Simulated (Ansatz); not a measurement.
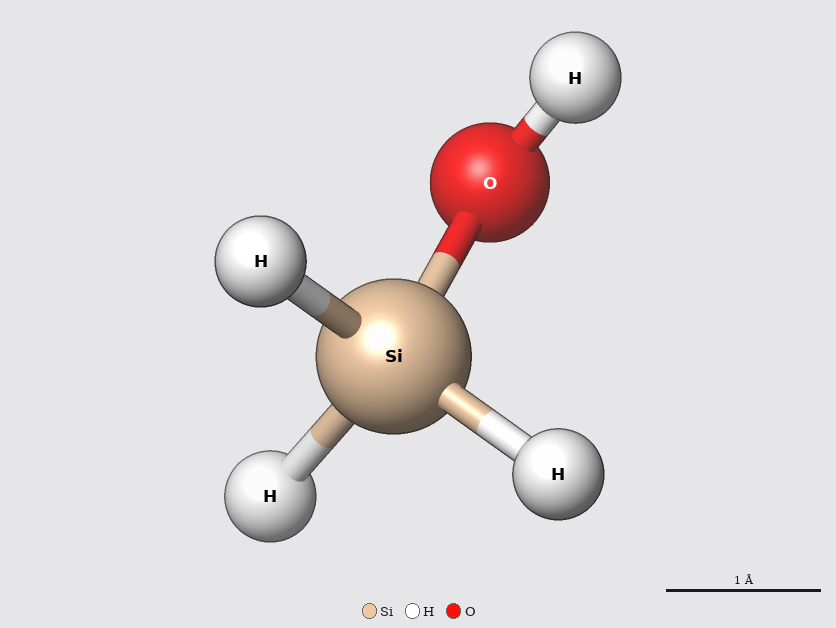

A ball-and-stick model of a molecule.

**What is the molecular formula?**

H4OSi, 6 atoms: 4 hydrogen, 1 oxygen and 1 silicon.

**What is the point group of this geometry?**

Cs.

**How many sets of symmetry-equivalent atoms are there?**

5: 1 Si, 2 H, 1 H, 1 O, 1 H.

The parts below concern this one geometry. Atoms keep their numbers from picture to picture. Computed geometry: PBE0-D4/def2-TZVP optimisation.

Geometry

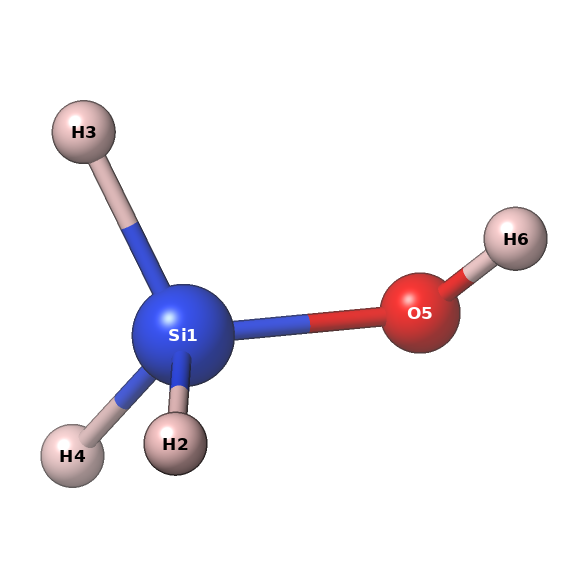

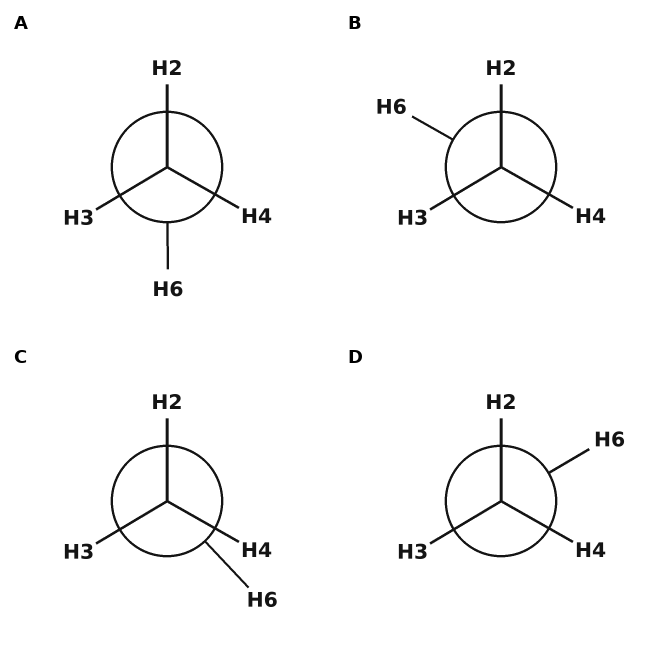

Atoms fade into the background with distance from the viewer. Bonds that would overlap in a projection are set slightly apart.

**Which Newman projection shows the view along Si1–O5, with Si1 in front?**

B. The torsion angle H2–Si1–O5–H6 is −60°, synclinal (gauche).

Electronic properties

Method: RKS PBE0-D4/def2-TZVPP (Ansatz 0.2.0).

**What is the HOMO–LUMO gap?**

8.77 eV.

**What is the HOMO energy (Kohn–Sham orbital)?**

−8.73 eV.

Vibrations

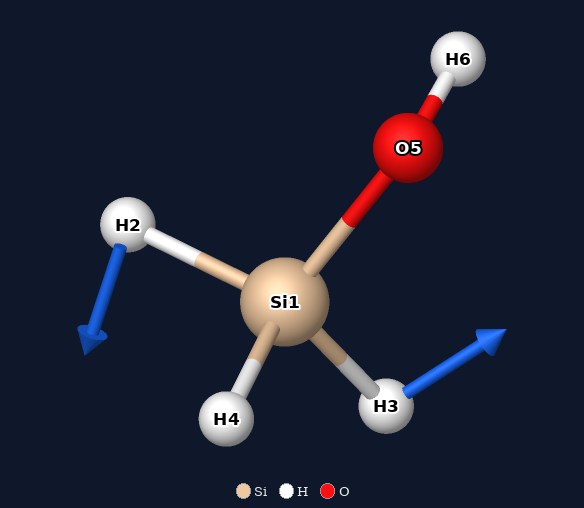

The arrows show one normal mode. Harmonic vibrations computed with RKS PBE0-D4/def2-TZVP (Ansatz 0.2.0) at a stationary point of the same level.

**What kind of motion is it?**

Mostly H–Si–O bending.

**At what wavenumber does it lie?**

719 cm⁻¹; it is mode 3 of 12 counted from the lowest.

Charges

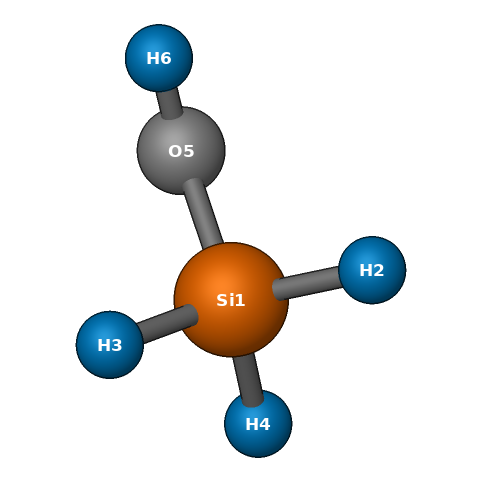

The questions are on Mulliken charges. Method: RKS PBE0-D4/def2-TZVP (Ansatz 0.2.0).

Give the Mulliken charges atom by atom.

```
atom  value (e)
 Si1       0.33
  H2      −0.05
  H3      −0.05
  H4      −0.03
  O5      −0.53
  H6       0.32
```

Thermal motion

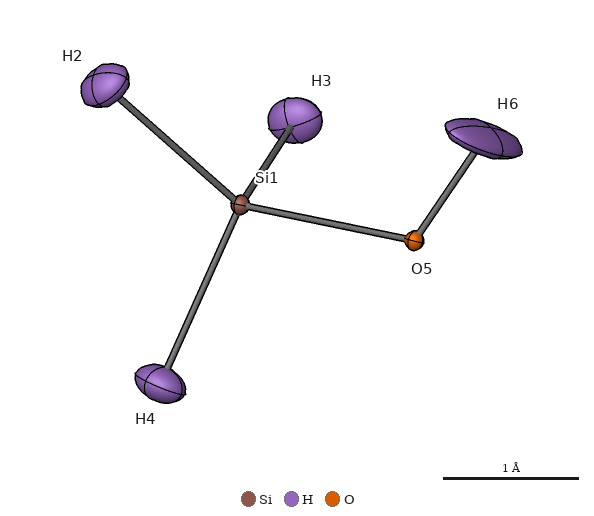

Displacement ellipsoids at the 50 % level, from the internal vibrations of the free molecule (harmonic, no overall translation or rotation; no half-axis is drawn under 0.075 Å). Vibrations computed with RKS PBE0-D4/def2-TZVP (Ansatz 0.2.0). Temperature: 100 K.

**Which atom has the largest mean-square displacement?**

H6, with U_eq = 0.0338 Å².

**Does H6 move more along its bond or across it?**

Across it: the root-mean-square amplitude is 0.065 Å along the bond and up to 0.280 Å across, since bending and torsion are softer than stretching.

Give the displacement parameters, one line for each set of equivalent atoms.

| atom | U_eq (Å²) | rms amplitudes (Å) |
| --- | --- | --- |
| Si1 | 0.00016 | 0.011, 0.011, 0.016 |
| H2, H3 | 0.0136 | 0.086, 0.116, 0.141 |
| H4 | 0.0135 | 0.085, 0.120, 0.137 |
| O5 | 0.00048 | 0.012, 0.022, 0.028 |
| H6 | 0.0338 | 0.065, 0.138, 0.280 |

Mulliken values depend strongly on the basis set and can even reverse the polarity of a bond.
